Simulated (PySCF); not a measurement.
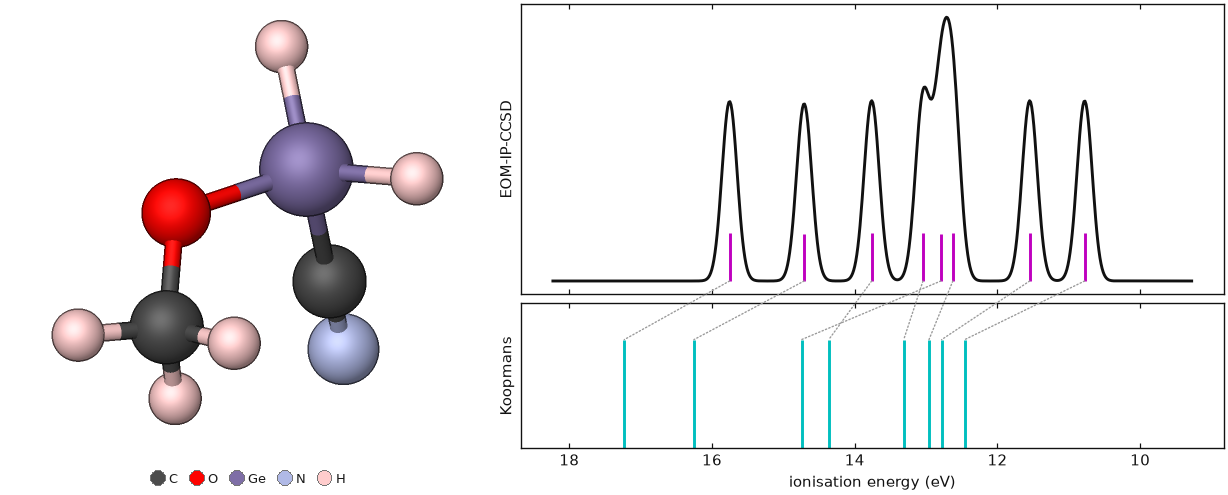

Valence photoelectron lines of C₂H₅GeNO, SMILES C[O][GeH2][C]#N, singlet: vertical EOM-IP-CCSD/aug-cc-pVDZ (frozen core, PySCF, at a PBE0-D3(BJ)/def2-SVP geometry (no frequency check); 8 lines, one for each of the 8 highest orbitals, so a line of a deeper orbital can be missing among them) above, Hartree-Fock orbital energies with the sign turned below, non-relativistic; dotted lines join each line to its leading orbital. Stick heights are one-hole weights (summed over degenerate lines), not cross-sections; Gaussian width 0.25 eV.

> Do correlation and relaxation change the order of the lines?

Yes: in order of rising energy the holes are HOMO, HOMO−1, HOMO−2, HOMO−5, HOMO−3, HOMO−4, HOMO−6, HOMO−7.

> List the lines.

```tsv
hole	EOM-IP-CCSD (eV)	Koopmans (eV)	one-hole weight
HOMO	10.78	12.46	0.95
HOMO-1	11.55	12.78	0.95
HOMO-2	12.63	12.96	0.95
HOMO-5	12.79	14.75	0.93
HOMO-3	13.04	13.31	0.95
HOMO-4	13.76	14.36	0.95
HOMO-6	14.71	16.25	0.93
HOMO-7	15.75	17.23	0.94
```

Caveats: small basis, so the lines can lie some tenths of an eV too low; one conformer of a flexible molecule.
